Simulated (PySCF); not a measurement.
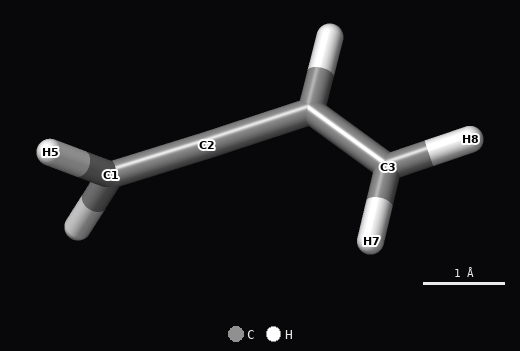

**Figure 1.** The starting structure (stick view, seen at a tilt; atoms are numbered from 1 in the order of the input). Bond lengths as drawn: C–C 1.26 to 1.37 Å and C–H 1.08 to 1.09 Å.

## Run report: C4H5 (charge +1), geometry relaxation

The run: geometry relaxation of C4H5, charge +1. Method and program: PBE0-D3(BJ)/def2-SVP geometry optimisation, gas phase (PySCF 2.14.0).

## Output
```
step   0  E = -154.74066489  max force = 0.023917
step   1  E = -154.74311351  max force = 0.001419
step   2  E = -154.74316096  max force = 0.000209
step   3  E = -154.74316318  max force = 0.000083
optimisation converged
```

## Trajectory as extended XYZ (Å, eV, eV/Å), 4 frames, from step=0 to step=3
```
9
Properties=species:S:1:pos:R:3:forces:R:3 step=0 energy=-4210.70796
C     1.9093   -0.3400    0.7709    1.2299  -0.3252   0.4022
C     0.7480   -0.0420    0.3845   -1.1312   0.0586  -0.3447
C    -1.4751   -0.6215   -0.2425    0.0434  -0.2300   0.0347
C    -0.5073    0.3080   -0.0348    0.2638   0.4311   0.0350
H     2.7386   -0.5623    0.1040    0.2453  -0.0697  -0.6281
H     2.2112   -0.4082    1.8130   -0.1530   0.0524   0.6593
H    -1.2961   -1.6766   -0.0861    0.1319  -0.5144   0.0886
H    -2.4625   -0.3310   -0.5724   -0.4983   0.1970  -0.1710
H    -0.7014    1.3645   -0.1955   -0.1317   0.4002  -0.0759
9
Properties=species:S:1:pos:R:3:forces:R:3 step=1 energy=-4210.77460
C     1.9237   -0.3671    0.7796   -0.0727  -0.0306  -0.0189
C     0.7481   -0.0412    0.3879    0.0584   0.0517   0.0091
C    -1.4576   -0.6152   -0.2365   -0.0472   0.0243  -0.0166
C    -0.4999    0.3451   -0.0322   -0.0622  -0.0455  -0.0099
H     2.7119   -0.5980    0.0432    0.0133   0.0043   0.0730
H     2.1543   -0.4294    1.8566    0.0525  -0.0079  -0.0532
H    -1.2486   -1.6794   -0.0731    0.0045   0.0378  -0.0017
H    -2.4645   -0.3336   -0.5715    0.0386  -0.0367   0.0144
H    -0.7099    1.4093   -0.1957    0.0149   0.0026   0.0038
9
Properties=species:S:1:pos:R:3:forces:R:3 step=2 energy=-4210.77589
C     1.9199   -0.3692    0.7758    0.0073   0.0017  -0.0004
C     0.7472   -0.0332    0.3855   -0.0011   0.0047   0.0019
C    -1.4586   -0.6155   -0.2347   -0.0002  -0.0068   0.0008
C    -0.5042    0.3478   -0.0325    0.0016   0.0075  -0.0011
H     2.7151   -0.5988    0.0476   -0.0075  -0.0029   0.0076
H     2.1626   -0.4316    1.8493   -0.0013  -0.0040  -0.0098
H    -1.2418   -1.6772   -0.0692    0.0011   0.0107  -0.0010
H    -2.4669   -0.3435   -0.5685    0.0011  -0.0057   0.0013
H    -0.7150    1.4120   -0.1962   -0.0009  -0.0053   0.0007
9
Properties=species:S:1:pos:R:3:forces:R:3 step=3 energy=-4210.77595
C     1.9191   -0.3697    0.7734    0.0004  -0.0025  -0.0005
C     0.7470   -0.0296    0.3846   -0.0007   0.0043  -0.0002
C    -1.4571   -0.6150   -0.2326    0.0018   0.0015   0.0003
C    -0.5050    0.3510   -0.0320    0.0022  -0.0038   0.0014
H     2.7127   -0.6028    0.0452   -0.0007   0.0000  -0.0034
H     2.1626   -0.4353    1.8462   -0.0011   0.0003   0.0026
H    -1.2364   -1.6754   -0.0668    0.0013  -0.0009   0.0004
H    -2.4667   -0.3472   -0.5655   -0.0024  -0.0003  -0.0002
H    -0.7179    1.4145   -0.1956   -0.0009   0.0015  -0.0003
```

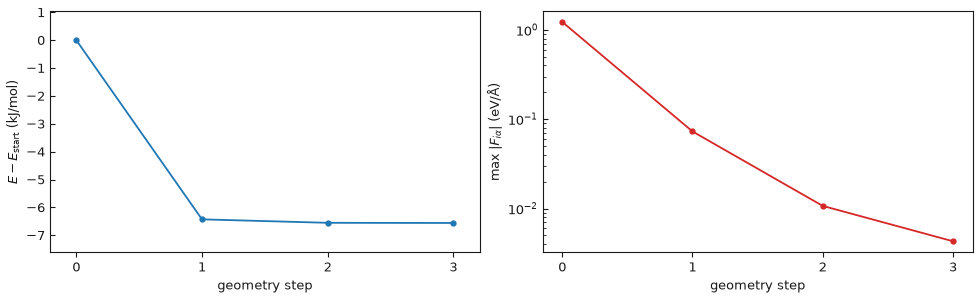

**Figure 2.** Progress of the relaxation, step by step (steps are counted from 0).

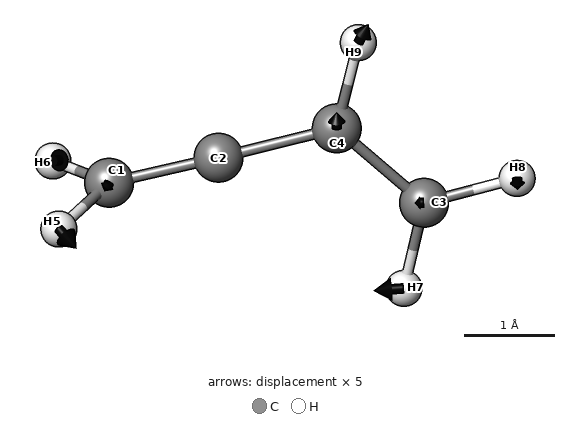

**Figure 3.** The starting structure with the displacements as black arrows, magnified 5 times (ball-and-stick view, seen at a tilt). The two geometries are laid on each other by the best rigid fit. Over 3 geometry steps the energy falls by 6.56 kJ/mol. Largest force component: 1.2 eV/Å at the start, 0.0043 eV/Å at the end. H7 moves most after the best rigid fit: 0.069 Å. Largest moves by element: H 0.069 Å, C 0.040 Å. Among the contacts that change: C1–C2 1.260 → 1.281 Å, C1–H5 1.087 → 1.102 Å, C3–H7 1.082 → 1.096 Å, C3–C4 1.358 → 1.371 Å. Among the angles that change: H5–C1–H6 111.3° → 118.1°, C2–C1–H5 124.3° → 121.0°, C2–C4–C3 121.7° → 118.8°. (Atoms are counted from 1 in the order of the input.)

The run was set up as follows.

## The input
```
{"job": {"xc": "PBE0", "basis": "def2-SVP", "d3": "d3bj", "grid": 1, "kind": "geom"}, "charge": 1, "multiplicity": 1}
C      1.909286    -0.340033     0.770887
C      0.748034    -0.041992     0.384456
C     -1.475058    -0.621541    -0.242486
C     -0.507333     0.307995    -0.034832
H      2.738616    -0.562308     0.103996
H      2.211215    -0.408214     1.813017
H     -1.296127    -1.676637    -0.086132
H     -2.462491    -0.331012    -0.572432
H     -0.701430     1.364480    -0.195498
```

The first line tells a small driver script what to run in PySCF; the rest is the geometry in Å.

Launched with:
```bash
OMP_NUM_THREADS=1 python <driver script> task.json out
```

## Key numbers

| quantity | value |
| --- | --- |
| outcome | converged |
| total energy | −154.743163 hartree |
| point group | Cs |
| hardware | 1 CPU thread, shared host |
| wall time | 10 s |
| peak memory | 0.38 GiB |
